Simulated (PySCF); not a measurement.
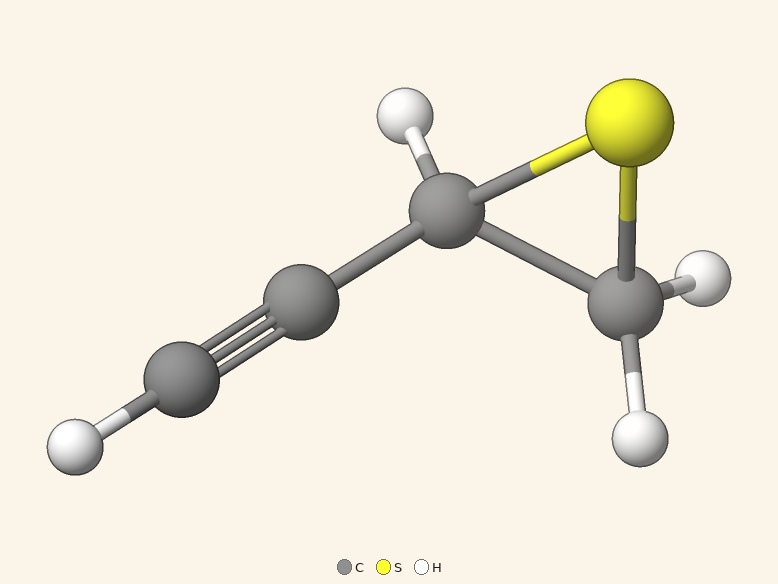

Multiple sticks mark multiple bonds (one Kekulé form).

Computed geometry: GFN2-xTB optimisation. No frequency run is at hand to confirm it as a minimum.

What does the picture show?

Formula C4H4S. SMILES: `C#C[C@@H]1CS1`. Independent rings (smallest set): 1 of 3 members. Among its groups: alkyne, thioether. The point group is C1. Coordination, clear cases only: 2 C linear.

More results for the same structure follow; atom numbers are the same in all pictures, views and colours differ.

### Geometry

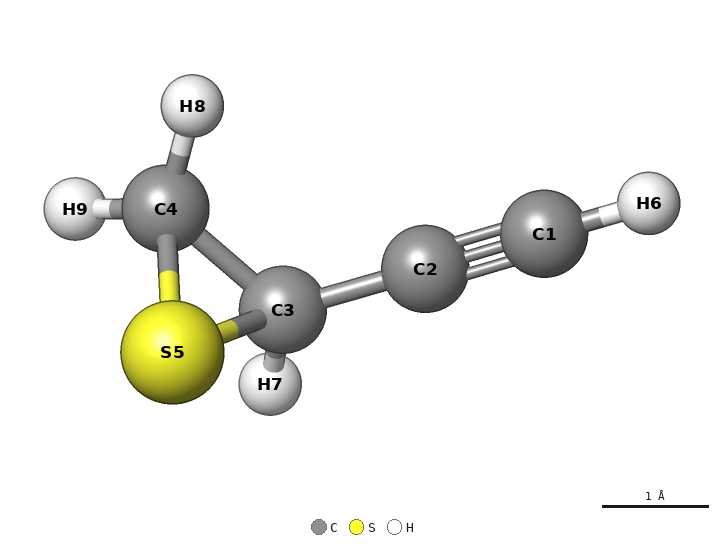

Atoms carry their numbers in the input. No frequency run is at hand to confirm it as a minimum.

List the bonds and their lengths.

```
 bond  length (Å)   order
C1–C2       1.199  triple
C1–H6       1.049  single
C2–C3       1.423  single
C3–C4       1.487  single
C3–S5       1.827  single
C3–H7       1.086  single
C4–S5       1.799  single
C4–H8       1.082  single
C4–H9       1.082  single
```

### Ring current

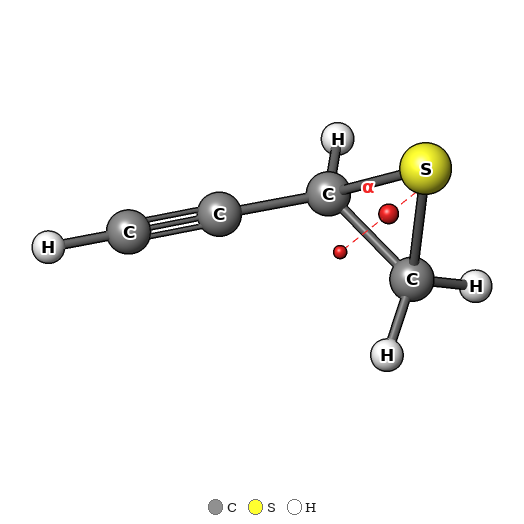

The small points mark where nucleus-independent chemical shifts (NICS) were computed: at the centre of each lettered ring and 1 Å above and below it. No frequency run is at hand to confirm it as a minimum. Level of theory: GIAO PBE0/pcSseg-1 NMR shielding, non-relativistic, gas phase (PySCF 2.14.0).

Give NICS(0), NICS(1) and the out-of-plane component NICS(1)zz for each ring (means of the two sides).

```json
{"ring": "α", "members": "C2S", "NICS(0)": "−48.0", "NICS(1)": "−8.3", "NICS(1)zz": "−23.3"}
```

Values in ppm.

### Electronic properties

No frequency run is at hand to confirm it as a minimum. Method: PBE0/def2-SVPD, gas phase (PySCF 2.14.0). Excitations: vertical, linear response.

Question: What is the HOMO energy (Kohn–Sham orbital)?

Answer: −6.82 eV.

Question: Give the lowest vertical singlet excitation at this level.

Answer: 4.50 eV.

Question: What is the brightest of the 6 lowest singlets?

Answer: 6.15 eV.

Question: Give the mean static polarisability at this level.

Answer: 65.0 bohr³.

### Quadrupole coupling

No frequency run is at hand to confirm it as a minimum. Electric field gradients from the ground-state density, PBE0/pcSseg-1 (PySCF 2.14.0), non-relativistic apart from any core potentials.

Give the largest field-gradient component, the quadrupole coupling constant and the asymmetry for 33S at S5 (Q = −67.81 mb), 2H at H6 (Q = 2.86 mb), 2H at H7 (Q = 2.86 mb), 2H at H8 (Q = 2.86 mb), 2H at H9 (Q = 2.86 mb).

```csv
atom,V_zz (a.u.),e²qQ/h (MHz),η
S5,−3.381,53.9,0.32
H6,0.397,0.267,0.01
H7,0.312,0.209,0.07
H8,0.319,0.214,0.05
H9,0.321,0.216,0.04
```
